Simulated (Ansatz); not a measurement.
Consider GeH6SSi.

Input file:

```
crystal:
  periodic: [false, false, false]
  atoms:
    - symbol: Ge
      position_ang: [-0.256405, -1.427599, -1.928486]
    - symbol: S
      position_ang: [0.735360, -2.603391, -0.300887]
    - symbol: Si
      position_ang: [-0.337423, -1.807317, 1.377062]
    - symbol: H
      position_ang: [0.207052, -2.487274, 2.583792]
    - symbol: H
      position_ang: [-1.800554, -2.077292, 1.254085]
    - symbol: H
      position_ang: [-0.138817, -0.331798, 1.487616]
    - symbol: H
      position_ang: [0.411167, -1.889227, -3.226821]
    - symbol: H
      position_ang: [-0.025659, 0.071409, -1.686146]
    - symbol: H
      position_ang: [-1.760876, -1.736749, -1.935563]
basis:
  gaussian:
    orbitals: def2-TZVPD
hamiltonian:
  xc: pbe0
output: {forces: true, orbitals: {seedname: orbitals}}
```

Command:

```sh
ansatz run input.yaml --threads 2 --pin off --max-ram 4350MiB --events-out events.jsonl --progress --plain --runs-dir runs
```

Geometry: PBE0-D3(BJ)/pcseg-1.

Theory: isolated molecule in a Gaussian basis; Kohn-Sham density functional theory, functional PBE0 (Ansatz).

> What can the converged electron density and electron localisation function tell about the bonding?

Si–S (2.14 Å): the density is about 0.81 e/Å³ at the midpoint; the ELF peaks at about 0.90 between the atoms; localised, covalent bonding.
Ge–S (2.24 Å): ρ at the midpoint is about 0.71 e/Å³; the ELF peaks at about 0.85 in the valence shell of S, 0.9 Å from its nucleus, and is about 0.80 at the midpoint.
Si–H (1.49 Å): the density is about 0.81 e/Å³ at the midpoint; the ELF climbs to about 1 towards the hydrogen, as it does in any bond to H.
Ge–H (1.53 Å): the density is about 1.1 e/Å³ at the midpoint; the ELF climbs to about 1 towards the hydrogen.

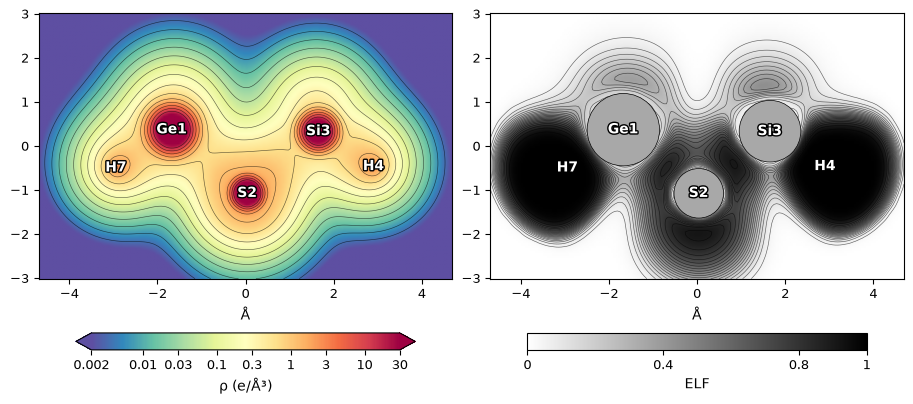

Computed electron density and electron localisation function on the plane of atoms S2, Si3 and H4, in this order. Grey discs cover the atomic cores in the ELF map. 
